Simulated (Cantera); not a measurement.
Feed: 1 mol Si2Cl6, 0.15 mol HCl, 14 mol H2, at 81.0 mbar.

These are equilibrium values from Cantera (NASA tables, ideal gas, pure condensed phases), not measurements of a reactor. Candidate condensed phases: Si; 19 gas species. The feed counts by its element totals alone. The tables' values for SiCl3, SiCl are old estimates; treat these amounts as uncertain. Gases not in the tables: Si2H6 and higher silanes. The numbers say what is thermodynamically allowed, not how fast it happens.

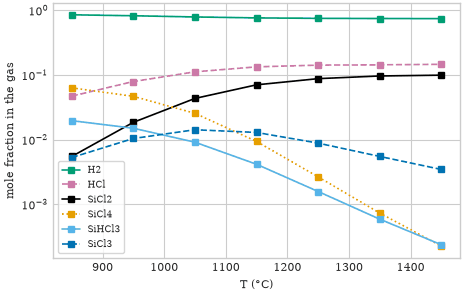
*Equilibrium gas composition (values under 1e-9 drawn at 1e-9)*

From 850 °C to 1350 °C the condensed part is Si(s). At 1450 °C the condensed part is Si(l). The main Si-bearing gas is SiCl4 at 850 °C and SiCl2 at 1450 °C. The share of Si in condensed phases is highest at 950 °C (26.2 %) and lowest at 1450 °C (10.9 %).
